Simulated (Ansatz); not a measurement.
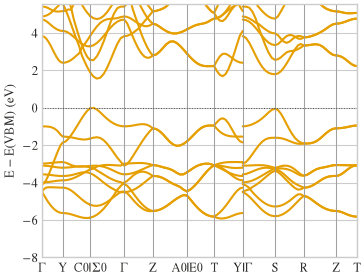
Figure. Band structure from r²SCAN+D4 (plane waves, PAW; program Ansatz)

Problem. Read off the gap and where the band edges lie.

Solution. About 1.6 eV (1.55 eV by a search for the band edges); maximum on the Σ0–Γ line, 7 % of the way from Σ0, minimum on the Σ0–Γ line, 22 % of the way from Σ0.

The material is InCl in space group Cmcm (No. 63; In on 4c, Cl on 4c).

The first step of the workflow began from a Materials Project structure, measured or hypothetical; the Crystallography Open Database copy checked does not list it. COD files the formula under space group No. 198, so this cell is another polymorph or a model. Whether it is the stable phase at ambient conditions was not checked. The cell was relaxed with r²SCAN+D4 under the symmetry of its start; whether a distortion lowers the energy is not shown. Scalar-relativistic: spin–orbit coupling is off unless named, which matters more the heavier the elements.

Potentials: the later of the program's two PAW sets.
